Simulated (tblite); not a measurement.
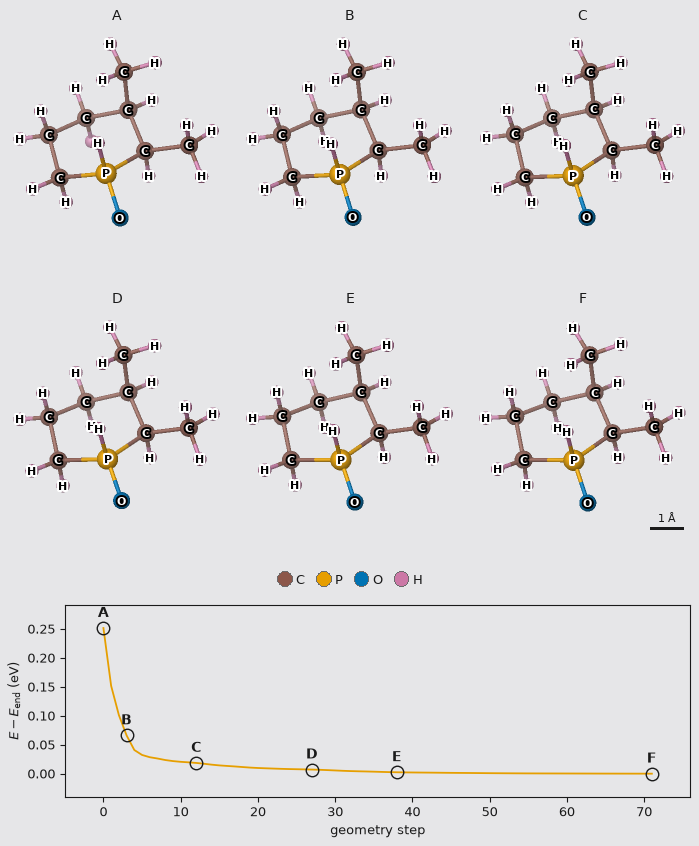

Frames of a relaxation of C7H15OP, marked on the history of the run. Style: ball-and-stick. Shown at a tilt.

These are results of tblite, GFN2-xTB geometry optimisation, gas phase, not measurements. 

Q: What happens along the run?

A: After 71 geometry steps the energy has fallen by 0.251 eV. The atom that moves furthest after the best rigid fit is an H atom (0.22 Å). Largest moves by element: H 0.22 Å, P 0.19 Å, O 0.11 Å, C 0.09 Å. Near-neighbour distances that change, for instance: O–P 1.503 → 1.465 Å, H–P 1.422 → 1.396 Å, C–H 1.106 → 1.086 Å, C–P 1.809 → 1.826 Å. Among the angles between lasting bonds that change: C–P–O 108.7° → 114.9°, C–P–H 110.2° → 104.4°, O–P–H 118.3° → 112.9°. Cost: 0.49 s on 1 thread of Arm Neoverse V2, with other jobs on the host. From step 0 to 3: the P atom moves most (0.05 Å), energy −0.185 eV. From step 3 to 12: an H atom moves most (0.07 Å), energy −0.048 eV. From step 12 to 27: an H atom moves most (0.08 Å), energy −0.011 eV. From step 27 to 38: O and H atoms move most (0.09 Å), energy −0.005 eV. From step 38 to 71: an H atom moves most (0.07 Å), energy −0.002 eV.
